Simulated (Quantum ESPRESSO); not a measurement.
# Al2Cu: valence-band photoemission, part 4 of 14

Wanted: projected DOS of Al2Cu, weighted into photoemission and X-ray emission spectra, at several levels of theory.

Quantum ESPRESSO 7.5; DFT, PBEsol, plane waves, ultrasoft GBRV pseudopotentials, scalar-relativistic (the session's first sound run).

So far. Step 2 (The base run: self-consistent run): The run ends at a pressure of -3.58 GPa, with forces up to 0.088 eV/Å.

### Step 4. Projected DOS and spectra (continued)

The broadened DOS, unweighted empty DOS by E, zero at the Fermi level; read off at these points:

| E (eV) | broadened DOS, unweighted empty DOS (states/eV/cell) |
| --- | --- |
| -0.50 | 0.0526 |
| 0.00 | 0.922 |
| 0.50 | 1.60 |
| 1.00 | 1.68 |
| 1.50 | 1.96 |
| 2.00 | 2.28 |
| 2.50 | 2.68 |
| 3.00 | 2.62 |
| 3.50 | 2.55 |
| 4.00 | 2.59 |
| 4.50 | 2.64 |
| 5.00 | 2.75 |
| 5.50 | 2.78 |
| 6.00 | 2.83 |
| 6.50 | 2.93 |
| 7.00 | 3.06 |
| 7.50 | 3.24 |
| 7.67 | 3.29 |
| 8.00 | 3.09 |
| 8.50 | 2.70 |

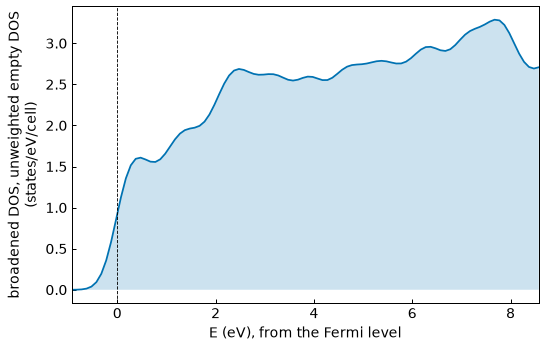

Broadened DOS, unweighted empty DOS, plotted against E.

The spectra weight each projected shell by its atomic cross section (Dirac–Hartree–Slater) and angular factor, for unpolarised light with the analyser at 54.7° from the beam. Broadening, on top of any smearing of the DOS itself: a Gaussian of 0.6 eV and a Lorentzian of 0.2 eV plus 0.08 times the binding energy (full widths), Fermi edge at 20 K. Curves are cut 10 eV under the photon energy, above any shell that the free atom's threshold puts out of reach, or at the lower edge of the window: 11.2 eV at 21.2 eV, 12.5 eV at 40.8 eV, 12.5 eV at 1486.7 eV, 12.5 eV at 5950 eV and 12.5 eV at 9251.7 eV. Dipole terms alone, which is rough above 3 keV; no background, satellites or final-state effects.

Share of each shell in the spectrum's area (%), by photon energy:

| shell | 21.2 eV | 40.8 eV | 1486.7 eV | 5950 eV | 9251.7 eV |
| --- | --- | --- | --- | --- | --- |
| Cu 4s | 0.2 | 0.2 | 1.9 | 13.9 | 22.4 |
| Cu 4p | 1.1 | 0.1 | 1.1 | 3.1 | 3.5 |
| Cu 3d | 92.4 | 93.4 | 88.4 | 55.1 | 38.4 |
| Al 3s | 3.2 | 2.5 | 6.9 | 26.1 | 34.2 |
| Al 3p | 3.1 | 3.7 | 1.7 | 1.8 | 1.5 |

At the Fermi level the DOS is 2.06 states/eV a cell, and on the broadened curves Al 3p holds 44 % of the total there.

### Step 5. The base run: bands

The bands are solved at chosen points on the fixed potential.

File bands.in:

```
&control
  calculation = 'bands'
  prefix = 'pes'
  outdir = './tmp'
  pseudo_dir = './pp'
  verbosity = 'high'
/
&system
  ibrav = 0
  nat = 6
  ntyp = 2
  ecutwfc = 40.0
  ecutrho = 200.0
  occupations = 'smearing'
  nbnd = 41
  smearing = 'fd'
  degauss = 0.00367
/
&electrons
  conv_thr = 3.6e-08
  mixing_beta = 0.5
  electron_maxstep = 120
  diago_full_acc = .true.
/
ATOMIC_SPECIES
Cu 63.5460 cu_pbesol_v1.2.uspp.F.UPF
Al 26.9815 al_pbesol_v1.uspp.F.UPF
CELL_PARAMETERS angstrom
 -3.033500000 3.033500000 2.438500000
 3.033500000 -3.033500000 2.438500000
 3.033500000 3.033500000 -2.438500000
ATOMIC_POSITIONS crystal
Cu 0.250000000 0.250000000 0.000000000
Cu 0.750000000 0.750000000 0.000000000
Al 0.341900000 0.158100000 0.500000000
Al 0.841900000 0.341900000 0.183800000
Al 0.658100000 0.841900000 0.500000000
Al 0.158100000 0.658100000 0.816200000
K_POINTS crystal
91
 0.00000000 0.00000000 0.00000000 1
 0.00000000 0.00000000 0.04545455 1
 0.00000000 0.00000000 0.09090909 1
 0.00000000 0.00000000 0.13636364 1
 0.00000000 0.00000000 0.18181818 1
 0.00000000 0.00000000 0.22727273 1
 ! [... 83 more points ...]
 0.00000000 0.04545455 0.00000000 1
 0.00000000 0.00000000 0.00000000 1
```

The run is started by

```sh
$ OMP_NUM_THREADS=1 mpirun -n 4 pw.x -nk 4 -in bands.in > bands.out
```

The log of the run:

```text
[banner, memory and clock lines left out]
Program PWSCF v.7.5 starts

          URL

     Atomic positions and unit cell read from directory:
     ./tmp/pes.save/

     Message from routine setup:
     using ibrav=0 with symmetry is DISCOURAGED, use correct ibrav instead

     G-vector sticks info

     bravais-lattice index     =            0
     lattice parameter (alat)  =       9.3251  a.u.
     unit-cell volume          =     605.7136 (a.u.)^3
     number of atoms/cell      =            6
     number of atomic types    =            2
     number of electrons       =        50.00
     number of Kohn-Sham states=           41
     kinetic-energy cutoff     =      40.0000  Ry
     charge density cutoff     =     200.0000  Ry
     Exchange-correlation= SLA  PW   PSX  PSC
                           (   1   4  10   8   0   0   0)

     celldm(1)=   9.325090  celldm(2)=   0.000000  celldm(3)=   0.000000
     celldm(4)=   0.000000  celldm(5)=   0.000000  celldm(6)=   0.000000

     crystal axes: (cart. coord. in units of alat)
               a(1) = (  -0.614738   0.614738   0.494161 )
               a(2) = (   0.614738  -0.614738   0.494161 )
               a(3) = (   0.614738   0.614738  -0.494161 )

     reciprocal axes: (cart. coord. in units 2 pi/alat)
               b(1) = (  0.000000  0.813355  1.011816 )
               b(2) = (  0.813355  0.000000  1.011816 )
               b(3) = (  0.813355  0.813355  0.000000 )

     PseudoPot. # 1 for Cu read from file:
     ./pp/cu_pbesol_v1.2.uspp.F.UPF
     Pseudo is Ultrasoft + core correction, Zval = 19.0
     Generated by new atomic code, or converted to UPF format
     Using radial grid of  867 points,  6 beta functions with:
                l(1) =   0
                l(2) =   0
                l(3) =   1
                l(4) =   1
                l(5) =   2
                l(6) =   2
     Q(r) pseudized with  8 coefficients,  rinner =    1.150   1.150   1.150
                                                       1.150   1.150

     PseudoPot. # 2 for Al read from file:
     ./pp/al_pbesol_v1.uspp.F.UPF
     Pseudo is Ultrasoft + core correction, Zval =  3.0
     Generated by new atomic code, or converted to UPF format
     Using radial grid of  893 points,  3 beta functions with:
                l(1) =   0
                l(2) =   1
                l(3) =   2
     Q(r) pseudized with  8 coefficients,  rinner =    0.900   0.900   0.900
                                                       0.900   0.900

     atomic species   valence    mass     pseudopotential
     Cu               19.00    63.54600     Cu( 1.00)
     Al                3.00    26.98150     Al( 1.00)

     16 Sym. Ops., with inversion, found ( 8 have fractional translation)

                                    s                        frac. trans.

      isym =  1     identity

 cryst.   s( 1) = (     1          0          0      )
                  (     0          1          0      )
                  (     0          0          1      )

 cart.    s( 1) = (  1.0000000  0.0000000  0.0000000 )
                  (  0.0000000  1.0000000 -0.0000000 )
                  (  0.0000000  0.0000000  1.0000000 )

      isym =  2     180 deg rotation - cart. axis [0,0,1]

 cryst.   s( 2) = (     0          1          0      )
                  (     1          0          0      )
                  (    -1         -1         -1      )

 cart.    s( 2) = ( -1.0000000 -0.0000000  0.0000000 )
                  ( -0.0000000 -1.0000000 -0.0000000 )
                  ( -0.0000000 -0.0000000  1.0000000 )

      isym =  3     180 deg rotation - cart. axis [0,1,0]

 cryst.   s( 3) = (     0          0          1      )    f =(  0.5000000 )
                  (    -1         -1         -1      )       (  0.5000000 )
                  (     1          0          0      )       (  0.0000000 )

 cart.    s( 3) = ( -1.0000000  0.0000000 -0.0000000 )    f =(  0.0000000 )
                  ( -0.0000000  1.0000000  0.0000000 )       (  0.0000000 )
                  ( -0.0000000  0.0000000 -1.0000000 )       (  0.4941611 )

      isym =  4     180 deg rotation - cart. axis [1,0,0]

 cryst.   s( 4) = (    -1         -1         -1      )    f =(  0.5000000 )
                  (     0          0          1      )       (  0.5000000 )
                  (     0          1          0      )       (  0.0000000 )

 cart.    s( 4) = (  1.0000000 -0.0000000 -0.0000000 )    f =(  0.0000000 )
                  (  0.0000000 -1.0000000  0.0000000 )       (  0.0000000 )
                  ( -0.0000000 -0.0000000 -1.0000000 )       (  0.4941611 )

      isym =  5     180 deg rotation - cart. axis [1,1,0]

 cryst.   s( 5) = (    -1          0          0      )    f =(  0.5000000 )
                  (     0         -1          0      )       (  0.5000000 )
                  (     1          1          1      )       (  0.0000000 )

 cart.    s( 5) = (  0.0000000  1.0000000 -0.0000000 )    f =(  0.0000000 )
                  (  1.0000000  0.0000000  0.0000000 )       (  0.0000000 )
                  (  0.0000000  0.0000000 -1.0000000 )       (  0.4941611 )

      isym =  6     180 deg rotation - cart. axis [1,-1,0]

 cryst.   s( 6) = (     0         -1          0      )    f =(  0.5000000 )
                  (    -1          0          0      )       (  0.5000000 )
                  (     0          0         -1      )       (  0.0000000 )

 cart.    s( 6) = ( -0.0000000 -1.0000000 -0.0000000 )    f =(  0.0000000 )
                  ( -1.0000000 -0.0000000  0.0000000 )       (  0.0000000 )
                  ( -0.0000000 -0.0000000 -1.0000000 )       (  0.4941611 )

      isym =  7      90 deg rotation - cart. axis [0,0,-1]

 cryst.   s( 7) = (     1          1          1      )
                  (     0          0         -1      )
                  (    -1          0          0      )

 cart.    s( 7) = ( -0.0000000  1.0000000  0.0000000 )
                  ( -1.0000000  0.0000000 -0.0000000 )
                  ( -0.0000000  0.0000000  1.0000000 )

      isym =  8      90 deg rotation - cart. axis [0,0,1]

 cryst.   s( 8) = (     0          0         -1      )
                  (     1          1          1      )
                  (     0         -1          0      )

 cart.    s( 8) = (  0.0000000 -1.0000000  0.0000000 )
                  (  1.0000000 -0.0000000 -0.0000000 )
                  (  0.0000000  0.0000000  1.0000000 )

      isym =  9     inversion

 cryst.   s( 9) = (    -1          0          0      )
[...]
cart.    s( 9) = ( -1.0000000 -0.0000000 -0.0000000 )
[...]
isym = 10     inv. 180 deg rotation - cart. axis [0,0,1]

 cryst.   s(10) = (     0         -1          0      )
[...]
Computing kpt #:     4  of    23 on this pool

     Computing kpt #:     5  of    23 on this pool

     Computing kpt #:     6  of    23 on this pool

     Computing kpt #:     7  of    23 on this pool

     Computing kpt #:     8  of    23 on this pool

     Computing kpt #:     9  of    23 on this pool

     Computing kpt #:    10  of    23 on this pool

     Computing kpt #:    11  of    23 on this pool

     Computing kpt #:    12  of    23 on this pool

     Computing kpt #:    13  of    23 on this pool

     Computing kpt #:    14  of    23 on this pool

     Computing kpt #:    15  of    23 on this pool

     Computing kpt #:    16  of    23 on this pool

     Computing kpt #:    17  of    23 on this pool

     Computing kpt #:    18  of    23 on this pool

     Computing kpt #:    19  of    23 on this pool

     Computing kpt #:    20  of    23 on this pool

     Computing kpt #:    21  of    23 on this pool

     Computing kpt #:    22  of    23 on this pool

     Computing kpt #:    23  of    23 on this pool

     ethr =  7.20E-11,  avg # of iterations = 47.2

     End of band structure calculation

          k = 0.0000 0.0000 0.0000 (  2597 PWs)   bands (ev):

  -103.3378-103.3287 -60.8824 -60.8824 -60.8758 -60.8736 -60.8736 -60.7792
    -0.7638   4.7203   4.9275   4.9275   4.9376   5.8546   5.9859   6.3013
     6.5918   6.8504   6.8504   7.0556   7.0556   8.0014   8.6170   8.8143
     8.8143   9.1967   9.6177  10.0708  11.4351  11.4351  11.6565  15.1978
    15.1978  15.7988  16.1356  21.7770  22.5979  22.7945  22.8890  22.8890
    23.1643

          k = 0.0370 0.0370 0.0000 (  2591 PWs)   bands (ev):

  -103.3378-103.3287 -60.8824 -60.8824 -60.8758 -60.8736 -60.8736 -60.7792
    -0.7469   4.7001   4.9233   4.9280   4.9329   5.8439   5.9888   6.2953
     6.5724   6.8503   6.8505   6.8507   7.0807   8.1723   8.5734   8.7332
     8.8363   9.2416   9.6501  10.1793  11.4862  11.5017  11.6913  14.8101
    14.9006  16.2089  16.4684  21.6961  22.1384  22.4445  23.0583  23.0882
    23.1580

          k = 0.0739 0.0739 0.0000 (  2589 PWs)   bands (ev):

  -103.3378-103.3287 -60.8824 -60.8824 -60.8758 -60.8736 -60.8736 -60.7792
    -0.6962   4.6154   4.9108   4.9129   4.9491   5.8145   5.9976   6.2737
     6.4934   6.5234   6.8498   6.8505   7.1531   8.4113   8.4544   8.5448
     8.8958   9.3029   9.8510  10.4499  11.6329  11.6896  11.7963  14.2486
    14.4042  16.8362  17.0726  21.4152  21.5023  22.0131  22.8173  22.8571
    23.2587

          k = 0.1109 0.1109 0.0000 (  2599 PWs)   bands (ev):

  -103.3378-103.3287 -60.8824 -60.8824 -60.8758 -60.8736 -60.8736 -60.7792
    -0.6119   4.4223   4.8918   4.9133   4.9753   5.7729   6.0120   6.1870
     6.2260   6.4686   6.8490   6.8505   7.2657   8.2858   8.3215   8.5499
     8.9779   9.2860  10.3082  10.8102  11.8597  11.9716  11.9723  13.6970
    13.9198  17.4909  17.7413  20.8362  20.9095  21.5315  22.3001  22.7228
    22.9730

          k = 0.1479 0.1479 0.0000 (  2602 PWs)   bands (ev):

  -103.3378-103.3287 -60.8824 -60.8824 -60.8758 -60.8736 -60.8736 -60.7792
[...]
22.6705

          k = 0.1849 0.1849 0.0000 (  2598 PWs)   bands (ev):

  -103.3378-103.3287 -60.8824 -60.8824 -60.8758 -60.8736 -60.8736 -60.7792
[...]
22.6576

          k = 0.2218 0.2218 0.0000 (  2590 PWs)   bands (ev):

  -103.3378-103.3287 -60.8824 -60.8824 -60.8758 -60.8736 -60.8735 -60.7792
[...]
22.6539

          k = 0.2588 0.2588 0.0000 (  2598 PWs)   bands (ev):

  -103.3378-103.3287 -60.8824 -60.8824 -60.8758 -60.8736 -60.8735 -60.7792
[...]
22.0707

          k = 0.2958 0.2958 0.0000 (  2596 PWs)   bands (ev):

  -103.3378-103.3287 -60.8824 -60.8824 -60.8758 -60.8736 -60.8735 -60.7792
[...]
22.1508

          k = 0.3327 0.3327 0.0000 (  2598 PWs)   bands (ev):

  -103.3378-103.3287 -60.8824 -60.8824 -60.8758 -60.8736 -60.8735 -60.7792
[...]
22.6079

          k = 0.3697 0.3697 0.0000 (  2590 PWs)   bands (ev):

  -103.3378-103.3287 -60.8824 -60.8824 -60.8758 -60.8736 -60.8735 -60.7792
[...]
23.1300

          k = 0.4067 0.4067 0.0000 (  2584 PWs)   bands (ev):

  -103.3378-103.3287 -60.8824 -60.8824 -60.8758 -60.8736 -60.8735 -60.7792
[...]
23.3409

          k = 0.4436 0.3697 0.0000 (  2580 PWs)   bands (ev):

  -103.3378-103.3287 -60.8824 -60.8824 -60.8758 -60.8736 -60.8735 -60.7792
[...]
23.2221

          k = 0.4806 0.3327 0.0000 (  2586 PWs)   bands (ev):

  -103.3378-103.3287 -60.8824 -60.8824 -60.8758 -60.8736 -60.8735 -60.7792
[...]
22.8668

          k = 0.5176 0.2958 0.0000 (  2586 PWs)   bands (ev):

  -103.3378-103.3287 -60.8824 -60.8824 -60.8758 -60.8736 -60.8735 -60.7792
[...]
22.4609

          k = 0.5546 0.2588 0.0000 (  2594 PWs)   bands (ev):

  -103.3378-103.3287 -60.8824 -60.8824 -60.8758 -60.8736 -60.8735 -60.7792
[...]
22.0604

          k = 0.5915 0.2218-0.0000 (  2572 PWs)   bands (ev):

[...]
k = 0.6655 0.1479-0.0000 (  2586 PWs)   bands (ev):

[...]
k = 0.7394 0.0739-0.0000 (  2580 PWs)   bands (ev):

[...]
k = 0.7394-0.0000 0.0000 (  2578 PWs)   bands (ev):

[...]
k = 0.6655 0.0000-0.0000 (  2580 PWs)   bands (ev):

[...]
k = 0.5176-0.0000-0.0000 (  2586 PWs)   bands (ev):

[...]
k = 0.3697 0.0000-0.0000 (  2589 PWs)   bands (ev):

[...]
k = 0.0739-0.0000 0.0000 (  2595 PWs)   bands (ev):

[...]
k =-0.0000-0.0000 0.2271 (  2601 PWs)   bands (ev):

[...]
k =-0.0000-0.0000 0.4543 (  2605 PWs)   bands (ev):

[...]
k =-0.0000-0.0000 0.6814 (  2589 PWs)   bands (ev):

[...]
k = 0.8134-0.0000 0.0976 (  2606 PWs)   bands (ev):

[...]
k = 0.8134-0.0000 0.0325 (  2590 PWs)   bands (ev):

[...]
23.3409

          k = 0.4067 0.4067 0.0460 (  2584 PWs)   bands (ev):

  -103.3378-103.3287 -60.8824 -60.8824 -60.8753 -60.8736 -60.8736 -60.7797
[...]
23.1122

          k = 0.4067 0.4067 0.0920 (  2576 PWs)   bands (ev):

  -103.3376-103.3289 -60.8823 -60.8822 -60.8738 -60.8738 -60.8737 -60.7812
[...]
22.5947

          k = 0.4067 0.4067 0.1380 (  2570 PWs)   bands (ev):

  -103.3374-103.3291 -60.8820 -60.8820 -60.8740 -60.8739 -60.8714 -60.7836
[...]
22.0458

          k = 0.4067 0.4067 0.1840 (  2582 PWs)   bands (ev):

  -103.3371-103.3294 -60.8817 -60.8817 -60.8743 -60.8742 -60.8681 -60.7869
[...]
21.5750

          k = 0.4067 0.4067 0.2300 (  2578 PWs)   bands (ev):

  -103.3367-103.3298 -60.8814 -60.8813 -60.8747 -60.8746 -60.8640 -60.7910
[...]
20.9565

          k = 0.4067 0.4067 0.2759 (  2586 PWs)   bands (ev):

  -103.3363-103.3303 -60.8809 -60.8809 -60.8751 -60.8751 -60.8591 -60.7959
[...]
6.0945   6.2131   6.2892   6.3724   6.5497   6.6102   9.2998   9.3548
    11.0976  11.1570  11.5116  11.7506  12.5748  12.6399  13.3247  14.0647
    17.5551  17.8414  18.0407  18.6765  19.1272  19.3257  19.9023  20.2181
    20.3051

          k = 0.4067 0.4067 0.3219 (  2570 PWs)   bands (ev):

  -103.3357-103.3308 -60.8804 -60.8804 -60.8756 -60.8756 -60.8536 -60.8014
     1.7806   1.9234   3.7383   3.9560   5.4255   5.5115   5.6875   5.9571
     6.0585   6.1714   6.2420   6.2580   6.4417   6.5463   9.4762   9.5975
    11.2192  11.2819  11.6132  12.1789  12.2126  12.7796  13.0065  13.9388
    17.7402  17.9382  17.9966  18.6381  19.0435  19.7025  19.7664  20.1206
    20.6208

          k = 0.4067 0.4067 0.3679 (  2592 PWs)   bands (ev):

  -103.3352-103.3314 -60.8799 -60.8798 -60.8762 -60.8761 -60.8476 -60.8075
     1.9765   2.0938   3.4786   3.6212   5.5272   5.5804   5.7309   5.9832
[... further rows ...]
```

The job ended after 37 s (4 MPI ranks of Intel Xeon Platinum 8488C (Sapphire Rapids), shared host).

The electronic bands at the labelled points (eV, zero at the Fermi level; # counts the bands kept):

| point | #13 | #14 | #15 | #16 | #17 | #18 | #19 | #20 |
| --- | --- | --- | --- | --- | --- | --- | --- | --- |
| Γ | -2.93 | -1.98 | -1.37 | -1.17 | -1.17 | -0.79 | -0.37 | 0.09 |
| X | -2.82 | -2.78 | -1.46 | -1.28 | -0.98 | -0.62 | 0.79 | 1.24 |
| M | -3.27 | -3.14 | -3.14 | -1.75 | 2.52 | 2.95 | 2.95 | 3.37 |
| Γ | -2.93 | -1.98 | -1.37 | -1.17 | -1.17 | -0.79 | -0.37 | 0.09 |
| Z | -3.24 | -3.18 | -3.18 | -1.01 | 1.49 | 1.77 | 1.77 | 2.05 |
| jump to Z0 | -3.24 | -3.18 | -3.18 | -1.01 | 1.49 | 1.77 | 1.77 | 2.05 |
| M | -3.27 | -3.14 | -3.14 | -1.75 | 2.52 | 2.95 | 2.95 | 3.37 |
| jump to X | -2.82 | -2.78 | -1.46 | -1.28 | -0.98 | -0.62 | 0.79 | 1.24 |
| P | -3.68 | -3.68 | 0.39 | 0.39 | 0.77 | 0.77 | 1.87 | 1.87 |
| N | -3.04 | -3.04 | -2.54 | -2.54 | 0.23 | 0.23 | 4.02 | 4.02 |
| Γ | -2.93 | -1.98 | -1.37 | -1.17 | -1.17 | -0.79 | -0.37 | 0.09 |

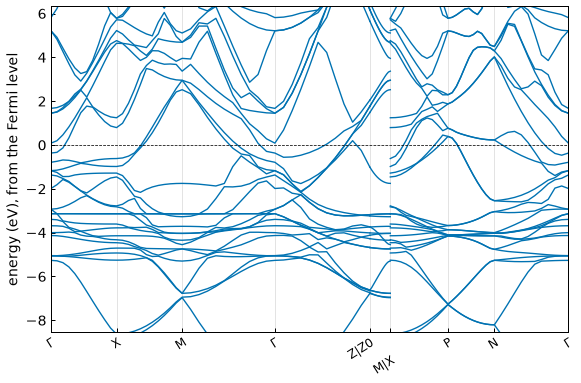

Electronic bands along the path.

Of the bands kept, 5 cross the Fermi level on this path.

(Continued in part 5 of 14.)

[Logs are printed without paths, hosts, clocks, repeated set-up lines and the standing remarks that a program may print on its own settings, such as how far it seeks lower states.]

[Hosts, paths, dates, database ids (printed as entryN), source tags and the programs' standing remarks are cut or masked in the printed files.]

[Maps of the electrostatic potential energy from Ansatz leave out the sawtooth potential of an applied field or a dipole correction, so their vacuum need not be flat; work functions include it.]

[Peak lists hold at most the 14 tallest peaks of each spectrum; further lines can be left out.]
